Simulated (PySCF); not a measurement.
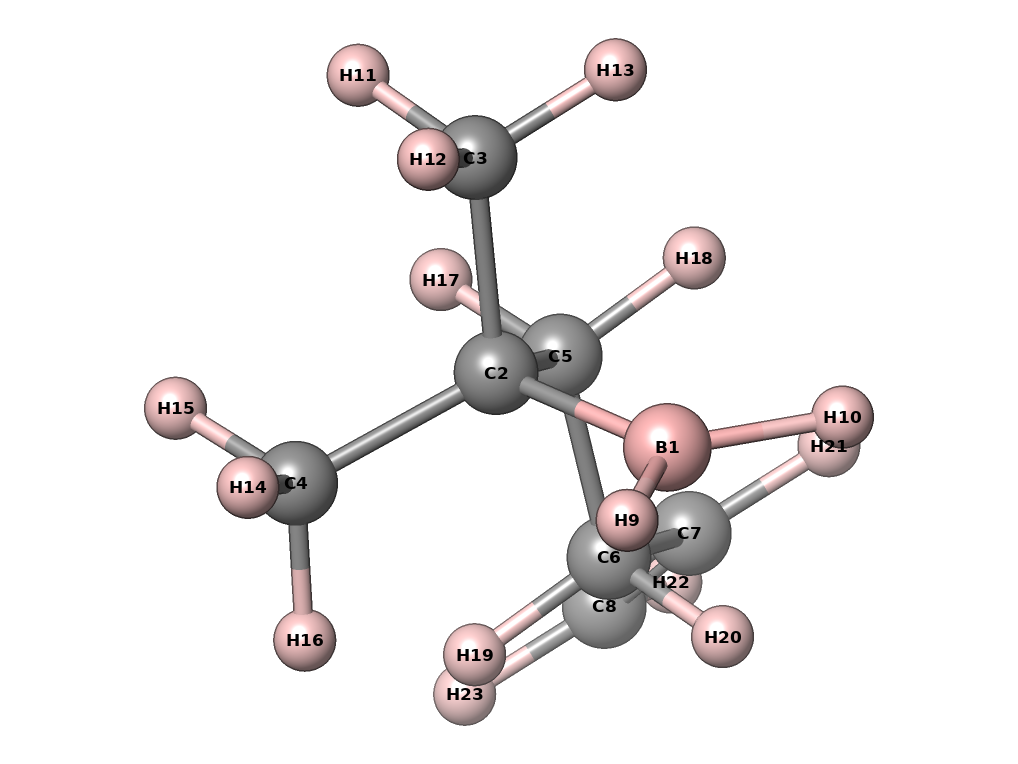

C5 lies behind C2. The molecule seen a little off the C2–C5 bond, C2 in front. Depth is shown by fading: the farther an atom, the more it takes the colour of the background. Computed geometry: PBE0-D3(BJ)/def2-SVP optimisation. No frequency run is at hand to confirm it as a minimum.

What is the torsion angle C3–C2–C5–C6? The sign is positive where the front bond must turn clockwise to cover the back bond.

Answer. 174°, antiperiplanar (anti). The bonds about C2–C5 are staggered.
